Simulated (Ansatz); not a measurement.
# Is the response still linear at 0.25 V/Å? Al2SSe monolayer

The dipole of a slab grows in proportion to a weak field along its normal. Does the weak-field slope carry to a strong field?

Set-up. Ansatz 0.2.0, plane waves with PAW datasets (its set soft_2), PBE-D3(BJ); atoms held at their relaxed places, 18 Å of vacuum, dipole correction, cell area 11.47 Å², 18×18 k-points, smearing 0.05 eV. Without field the slab has a gap of 2.06 eV.

```tsv
run	field (V/Å)	dipole (e·Å)
run 1	−0.03	−0.01684
run 2	0.00	−0.00443
run 3	0.03	0.00797
run 4	0.25	?
```

Q: Estimate the withheld value from the rows shown.

A least-squares line through the 3 rows shown has slope 0.413500 and intercept −0.004433; no row lies more than 0.00001 e·Å off it. A perfect conductor with that slope would be 180.95 × 0.41350 / 11.47 = 6.52 Å thick. At 0.25 it gives 0.413500 × 0.25 + (−0.004433) = 0.09894 e·Å, beyond the rows fitted. Rounding and scatter of the rows alone allow about ±0.00004 e·Å there.

The run itself gives 0.09904 e·Å: a miss of +0.00010 e·Å. That is under 1 % of the induced dipole, so the response is still linear.

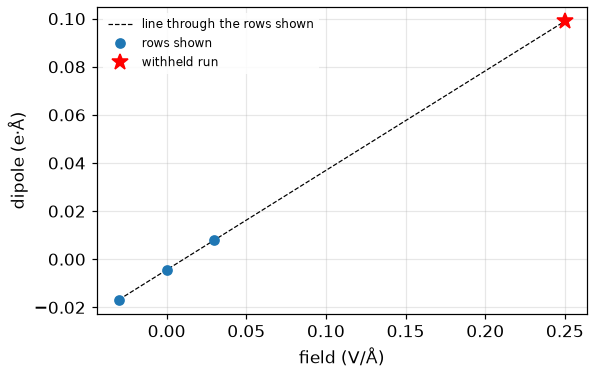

The fit and the withheld run.

Caveats: Ions are held, so this is the electronic response. Of the series that stay linear within 1 %, this collection keeps about one in seven, and it keeps all that bend.

[Logs are printed without paths, hosts, clocks, repeated set-up lines and the standing remarks that a program may print on its own settings, such as how far it seeks lower states.]
